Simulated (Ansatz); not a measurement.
# C2H4BCl: shift of H5 from B1 to C2, part 3 of 3

How high is the barrier for the shift of H5 from B1 to C2? Relax the two ends, then run a nudged elastic band between them. SMILES of the start: B=CCCl.

Ansatz 0.2.0; RKS PBE0-D4/def2-mTZVP.

## 12. The trajectory

The trajectory, every 8 steps (energies from step 0):

```tsv
time (fs)	T (K)	potential energy change (meV/atom)	total energy change (meV/atom)	H5–B1 (Å)	H5–C2 (Å)
0.0	300	0.0	0.00	1.31	1.55
4.0	186	11.1	0.09	1.29	1.56
8.0	145	15.2	0.17	1.29	1.59
12.0	272	2.8	0.10	1.27	1.66
16.0	531	-22.3	0.11	1.24	1.81
20.0	1392	-105.8	0.06	1.23	2.11
24.0	2344	-198.2	-0.04	1.29	2.51
28.0	2604	-223.4	-0.06	1.35	2.74
32.0	2498	-213.2	-0.14	1.33	2.64
36.0	1779	-143.4	-0.02	1.25	2.28
40.0	796	-47.9	0.20	1.23	1.93
44.0	423	-11.8	0.14	1.26	1.77
48.0	358	-5.6	0.07	1.27	1.77
52.0	577	-26.8	0.12	1.22	1.90
56.0	1305	-97.3	0.09	1.22	2.19
60.0	2025	-167.2	-0.03	1.30	2.54
64.0	2462	-209.7	-0.16	1.33	2.71
68.0	2299	-193.9	-0.14	1.30	2.62
72.0	1387	-105.3	0.11	1.27	2.34
76.0	778	-46.2	0.14	1.23	2.05
80.0	777	-46.2	0.06	1.20	1.93
84.0	1098	-77.3	0.03	1.23	2.03
88.0	1569	-123.0	0.04	1.24	2.27
92.0	2075	-172.1	0.04	1.23	2.51
96.0	2381	-201.9	-0.13	1.28	2.64
100.0	1970	-162.0	-0.11	1.29	2.54
```

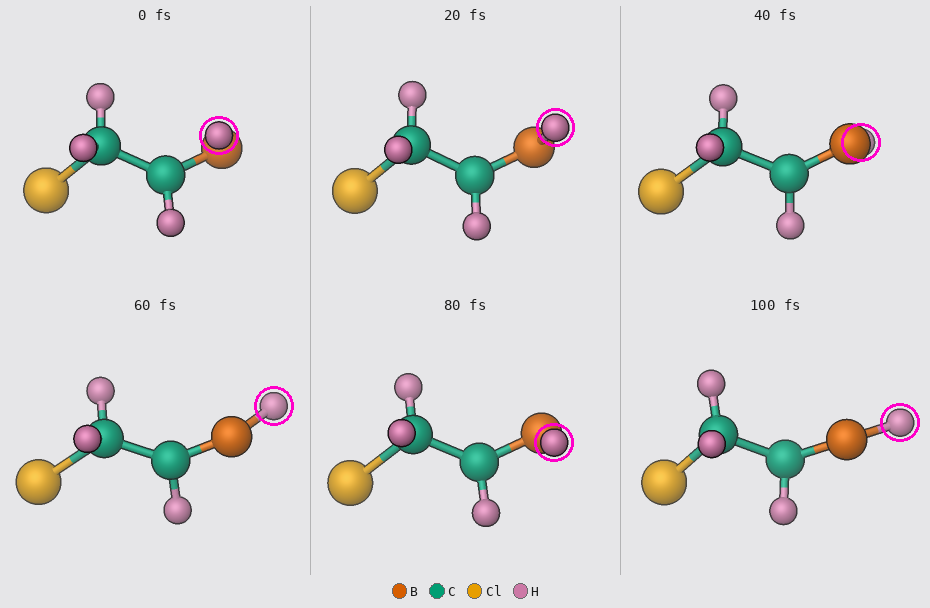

The system at six times, viewed from a chosen angle. Sticks join atoms within a bonding distance in each frame.

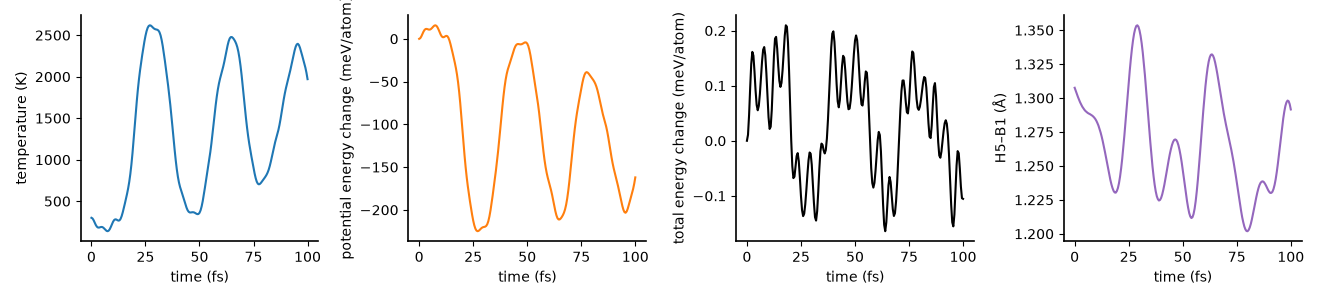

Traces against time; each panel has its own scale.

The last frame stands with the bonds of end A.

## 13. A trajectory let go at the top

It starts at the highest inner image of the first converged band: 200 steps of 0.5 fs at constant energy, with velocities drawn for 100 K.

Input file input.yaml:

```yaml
crystal:
  periodic: [false, false, false]
  atoms:
    - { symbol: B, position_ang: [-1.076817, 0.935846, -1.243228] }
    - { symbol: C, position_ang: [-0.090856, 0.046022, -0.671188] }
    - { symbol: C, position_ang: [0.14204, -0.25999, 0.768755] }
    - { symbol: Cl, position_ang: [-0.309662, -1.978916, 1.087029] }
    - { symbol: H, position_ang: [0.060266, 1.543527, -1.025369] }
    - { symbol: H, position_ang: [0.552725, -0.481886, -1.381115] }
    - { symbol: H, position_ang: [-0.468849, 0.355689, 1.425401] }
    - { symbol: H, position_ang: [1.191145, -0.160289, 1.039714] }
basis:
  gaussian: { orbitals: def2-mTZVP }
hamiltonian:
  xc: pbe0
  dispersion: d4
md:
  timestep: 0.5
  n_steps: 200
  ensemble: nve
  temperature: 100.0
  initial_velocities: maxwell_boltzmann
  seed: 4246
```

On the command line:

```bash
$ ansatz run input.yaml --threads 2 --pin off --max-ram 3072MiB --backend cpu --events-out ev --progress --plain --runs-dir out
```

Log (excerpt; [...] marks lines left out):

```text
Warning: RAYON_NUM_THREADS=2 ignored (pool sized by the plan → 2); use --threads N
[...]
Functional definition: PBE0
[...]
920 factors; integrals over basis functions are off by at most 5.1e-4 eV
[...]
mean field -15326.93253717 eV, -563.2543817732 hartree, gradient 5.2e-5 eV, S^2 0.000000; 0 other end points of the search recorded, 0 dependent functions left out
[...]
reference -15326.93256681 eV, -563.2543828621 hartree; 19, 19 occupied and 72, 72 virtual orbitals, 920 factors
[...]
md step    45: t =    22.50 fs  T =  1884.9 K  F+E_penalty+E_count = -15328.44877129 eV  E_kin = 1.461888 eV  conserved = -15326.98688317 eV  (32 SCF iters, 3 dispersion substeps)
[...]
md step    60: t =    30.00 fs  T =  2491.7 K  F+E_penalty+E_count = -15328.91984836 eV  E_kin = 1.932464 eV  conserved = -15326.98738408 eV  (31 SCF iters, 3 dispersion substeps)
md step    61: t =    30.50 fs  T =  2475.4 K  F+E_penalty+E_count = -15328.90728373 eV  E_kin = 1.919834 eV  conserved = -15326.98744964 eV  (31 SCF iters, 3 dispersion substeps)
```

## 14. More of the same log: dynamics from the highest image of the converged band

Output, continued (excerpt; [...] marks lines left out):

```text
md step    62: t =    31.00 fs  T =  2450.9 K  F+E_penalty+E_count = -15328.88832616 eV  E_kin = 1.900824 eV  conserved = -15326.98750173 eV  (31 SCF iters, 3 dispersion substeps)
[...]
md step    81: t =    40.50 fs  T =   604.9 K  F+E_penalty+E_count = -15327.45451637 eV  E_kin = 0.469152 eV  conserved = -15326.98536477 eV  (32 SCF iters, 3 dispersion substeps)
[...]
md step   119: t =    59.50 fs  T =  1901.5 K  F+E_penalty+E_count = -15328.46153289 eV  E_kin = 1.474699 eV  conserved = -15326.98683416 eV  (32 SCF iters, 3 dispersion substeps)
[...]
md step   138: t =    69.00 fs  T =  2134.8 K  F+E_penalty+E_count = -15328.64285757 eV  E_kin = 1.655687 eV  conserved = -15326.98717056 eV  (32 SCF iters, 3 dispersion substeps)
md step   139: t =    69.50 fs  T =  2016.6 K  F+E_penalty+E_count = -15328.55096632 eV  E_kin = 1.564026 eV  conserved = -15326.98694012 eV  (32 SCF iters, 3 dispersion substeps)
```

## 15. The log goes on: dynamics from the highest image of the converged band

Output, continued (excerpt; [...] marks lines left out):

```text
md step   140: t =    70.00 fs  T =  1893.5 K  F+E_penalty+E_count = -15328.45523964 eV  E_kin = 1.468532 eV  conserved = -15326.98670727 eV  (33 SCF iters, 3 dispersion substeps)
[...]
md step   155: t =    77.50 fs  T =   695.9 K  F+E_penalty+E_count = -15327.52549005 eV  E_kin = 0.539694 eV  conserved = -15326.98579644 eV  (33 SCF iters, 3 dispersion substeps)
[...]
Atom 4 at    -1.977143     1.355742    -1.946098 Å, force     2.156904     0.183201     1.742392 eV/Å
Atom 5 at     0.427760    -0.659584    -1.346985 Å, force    -0.248253     0.354547    -0.328846 eV/Å
Atom 6 at    -0.132667     0.335276     1.529312 Å, force    -0.055438    -0.062937    -0.071172 eV/Å
Atom 7 at     1.357916    -0.411658     0.923466 Å, force    -0.127182     0.173190    -0.168946 eV/Å
Dipole moment:     0.053416     0.349296    -0.059789 e Å
```

Run time: 4.6 min. Hardware: 2 threads of Intel Xeon 6975P-C (Granite Rapids), shared host; peak memory 0.19 GiB.

## 16. The trajectory

One step in 8; energies are changes from step 0:

```tsv
time (fs)	T (K)	potential energy change (meV/atom)	total energy change (meV/atom)	H5–B1 (Å)	H5–C2 (Å)
0.0	100	0.0	0.00	1.31	1.55
4.0	65	3.4	0.02	1.31	1.56
8.0	36	6.2	0.04	1.30	1.58
12.0	107	-0.6	0.04	1.28	1.65
16.0	418	-30.8	0.06	1.26	1.81
20.0	1253	-111.8	-0.01	1.25	2.11
24.0	2176	-201.4	-0.15	1.29	2.50
28.0	2503	-233.2	-0.17	1.36	2.73
32.0	2371	-220.4	-0.19	1.34	2.64
36.0	1657	-151.0	-0.09	1.27	2.30
40.0	688	-56.9	0.08	1.23	1.94
44.0	295	-18.9	0.05	1.25	1.76
48.0	281	-17.5	0.01	1.26	1.73
52.0	427	-31.6	0.04	1.22	1.83
56.0	1010	-88.2	0.05	1.21	2.09
60.0	2017	-186.0	-0.12	1.28	2.46
64.0	2613	-243.8	-0.22	1.33	2.70
68.0	2342	-217.6	-0.19	1.31	2.66
72.0	1417	-127.7	-0.02	1.26	2.40
76.0	778	-65.7	0.04	1.22	2.10
80.0	700	-58.2	-0.01	1.21	1.94
84.0	872	-74.8	-0.02	1.23	2.00
88.0	1333	-119.6	0.01	1.23	2.21
92.0	2205	-204.1	-0.09	1.24	2.49
96.0	2632	-245.7	-0.25	1.31	2.70
100.0	1947	-179.2	-0.14	1.33	2.62
```

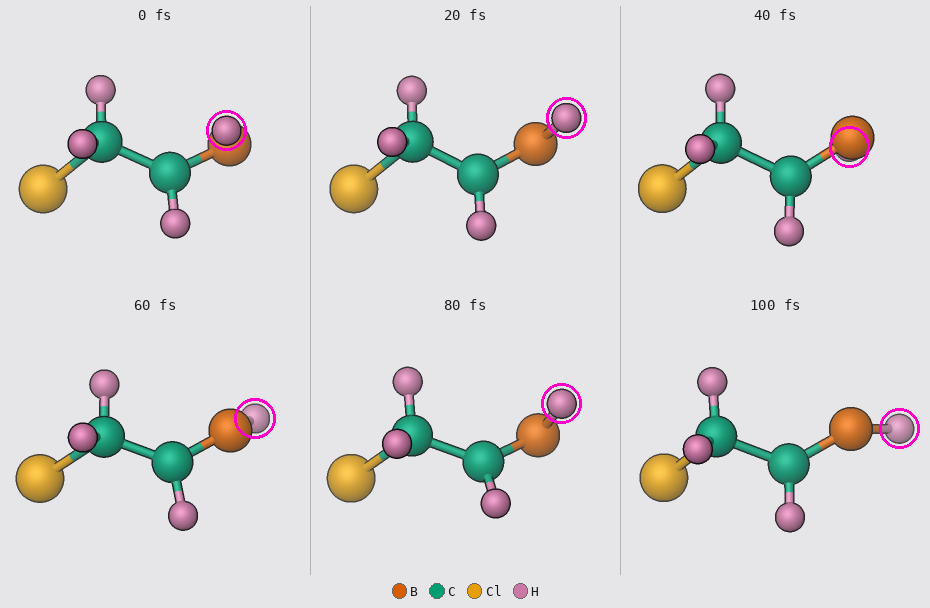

Six frames of the run, seen from a chosen angle. Sticks join atoms within a bonding distance in each frame.

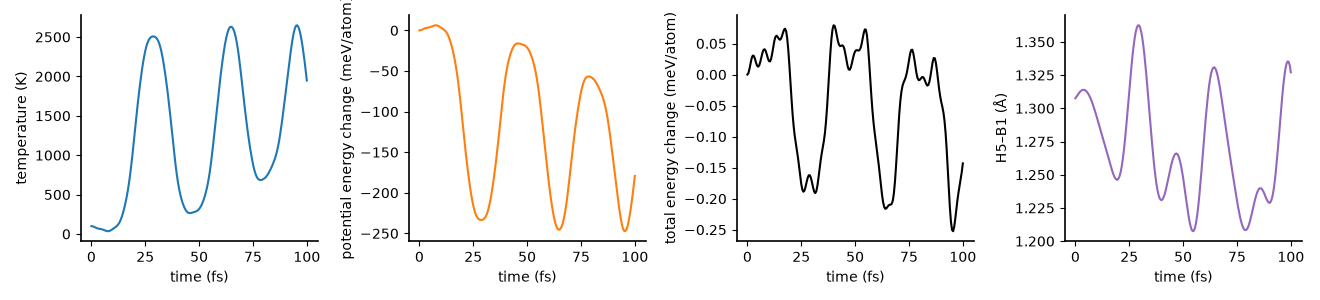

Traces against time; each panel has its own scale.

The last frame stands with the bonds of end A.

## 17. Summary of results

What follows sums up all 3 parts.

```
                                quantity                                                                     value
                                   end A                                                   6 moves, 0.033 eV lower
                                   end B                                                  11 moves, 7.322 eV lower
            first band: barrier forwards                                                                   2.35 eV
           first band: barrier backwards                                                                   0.92 eV
first band: second end relative to first                                                                 +1.425 eV
               first band: highest image                                                     6 of 0 to 8, climbing
             first band: band iterations                                                                        16
              imaginary modes at the top                                                                1252i cm⁻¹
                             second band  top 2.266 eV above image 0, 15 iterations, 6 inner images, none climbing
             time, first and second band                                                       2.2 min and 1.7 min
       trajectory at 300 K, after 100 fs                                        with the bonds of end A, at 1970 K
       trajectory at 100 K, after 100 fs                                        with the bonds of end A, at 1947 K
```

In words: In the first band: the top lies 2.35 eV above the first end, or 91 kT at room temperature, which at an assumed attempt frequency of 10^13 s⁻¹ means a rate near 10^-26 s⁻¹. The second end lies 1.43 eV above the first, so the way back costs 0.92 eV. By distance, end A alone has B1–H5 and end B alone has C2–H5. One imaginary mode, as a first-order saddle point has. The second band's top lies 80 meV below the first's, as a band that doesn't climb stops under the top. These are electronic energies, with no zero-point or thermal terms. Tunnelling, which matters where hydrogen moves, is missing too.
